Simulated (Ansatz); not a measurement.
**ScPt3 (Pm-3m): convergence test of the k-point mesh**

Wanted for ScPt3 (Pm-3m): a convergence test of the k-point mesh.

Computed with Ansatz 0.2.0, driven from Python. Level of theory: DFT mr2scan, plane waves, PAW.

## (1) Starting point

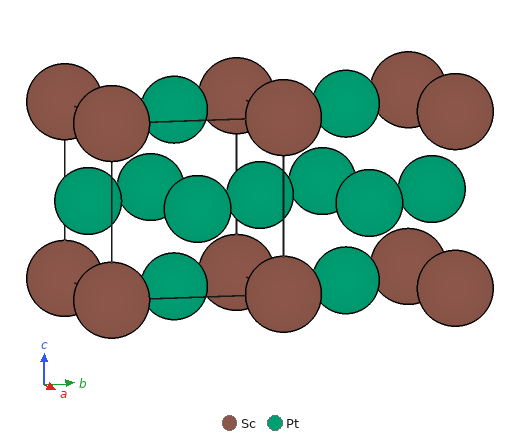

The starting structure, viewed slightly off an axis; scandium brown, platinum teal. 1×2×1 cells are drawn. Atoms on cell faces are repeated.

Input file scpt3.extxyz:

```xyz
4
Lattice="3.958 0.0 0.0 0.0 3.958 0.0 0.0 0.0 3.958" Properties=species:S:1:pos:R:3 pbc="T T T"
Sc    0.00000000    0.00000000    0.00000000
Pt    0.00000000    1.97900000    1.97900000
Pt    1.97900000    0.00000000    1.97900000
Pt    1.97900000    1.97900000    0.00000000
```

## (2) Script

kconv_scpt3.py reads:

```python
"""Convergence of ScPt3 with the k-point mesh."""

import warnings

import ansatz as az
import matplotlib.pyplot as plt


def main() -> None:
    warnings.simplefilter("ignore", az.DeckWarning)

    structure = az.Crystal.from_extxyz("scpt3.extxyz")

    calculation = structure.calculation()
    calculation = calculation.functional("mr2scan").pseudopotentials("paw")
    calculation = calculation.basis(630, xc_grid=2).occupations("fermi_dirac")
    calculation = calculation.scf(lower_state_search="off")

    rows = []
    for value in [(2, 2, 2), (3, 3, 3), (4, 4, 4), (5, 5, 5), (6, 6, 6), (7, 7, 7)]:
        r = calculation.kpoints(mesh=value).run(threads=1, pin="off").report
        rows.append((value, r["free_energy_ev"] / len(r["lattice"]["sites"]), r["n_iterations"], r["n_kpoints"]))

    print("        mesh   F/atom (eV)    iterations      k-points")
    for row in rows:
        print(f"{str(row[0]):>12s}  {row[1]:12.5f}  {row[2]:12d}  {row[3]:12d}")

    # the last row is the reference
    for row in rows[:-1]:
        shift = 1000 * (row[1] - rows[-1][1])
        print(f"{row[0]}: {shift:+.2f} meV/atom" + ("  (within 5 meV)" if abs(shift) < 5 else ""))
    plt.figure(figsize=(4.5, 3))
    plt.plot([str(row[0]) for row in rows], [1000 * (row[1] - rows[-1][1]) for row in rows], "o-")
    plt.xlabel("mesh")
    plt.ylabel("F - F(last) (meV/atom)")
    plt.tight_layout()
    plt.savefig("kconv.png", dpi=100)


if __name__ == "__main__":
    main()
```

## (3) Launch

The run is started by

```sh
python kconv_scpt3.py
```

The program printed:

```text
        mesh   F/atom (eV)    iterations      k-points
   (2, 2, 2)   -9938.77247             9             4
   (3, 3, 3)   -9938.90450             7             4
   (4, 4, 4)   -9938.87222             8            10
   (5, 5, 5)   -9938.87624             8            10
   (6, 6, 6)   -9938.87692             8            20
   (7, 7, 7)   -9938.87215             8            20
(2, 2, 2): +99.68 meV/atom
(3, 3, 3): -32.36 meV/atom
(4, 4, 4): -0.07 meV/atom  (within 5 meV)
(5, 5, 5): -4.09 meV/atom  (within 5 meV)
(6, 6, 6): -4.77 meV/atom  (within 5 meV)
```

Wall time 33 s (1 thread of Intel Xeon Platinum 8259CL at 2.50GHz (Skylake/Cascade Lake), shared host); peak memory 0.55 GiB.

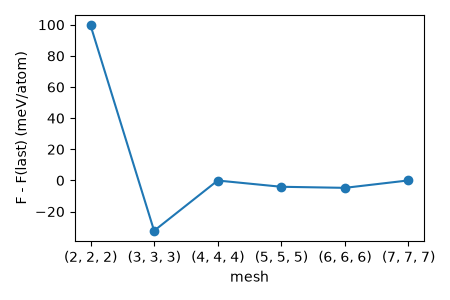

kconv.png, as the script drew it.

Lines on the test bed's own set-up are left out of the output.

## (4) The runs side by side

One row for each of the 6 runs:

| run | k mesh | energy from run 6 (meV/atom) | SCF cycles | CPU time (s) |
| --- | --- | --- | --- | --- |
| 1 | [2, 2, 2] | 99.68 | 9 | 2.6 |
| 2 | [3, 3, 3] | -32.36 | 7 | 2 |
| 3 | [4, 4, 4] | -0.07 | 8 | 4.1 |
| 4 | [5, 5, 5] | -4.09 | 8 | 5.2 |
| 5 | [6, 6, 6] | -4.77 | 8 | 7.5 |
| 6 | [7, 7, 7] | 0.00 | 8 | 8.5 |

Energies are free energies F = E - TS of the smeared occupations. 

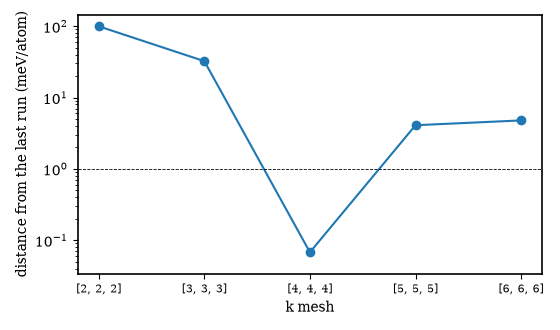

How far each run lies from the last one; the dashed line marks 1 meV/atom.

## (5) Outcome

```
                              quantity           value
                         runs compared               6
       last run but one, from the last  -4.77 meV/atom
within 5 meV/atom of the last run from       [4, 4, 4]
```

In words: From 4×4×4 on it stays within 5 meV an atom of the value at 7×7×7; the first row (2×2×2) is off by 99.7 meV and the last but one by 4.77 meV. This holds for F at a smearing of 0.1 eV; a narrower one needs a denser mesh. It goes up and down, since the sum over k-points isn't variational. The last run costs about 3.2 times the first. Spin-orbit coupling, which matters for elements this heavy, is left out. Shifts are counted from the finest mesh, which is itself no proven limit.
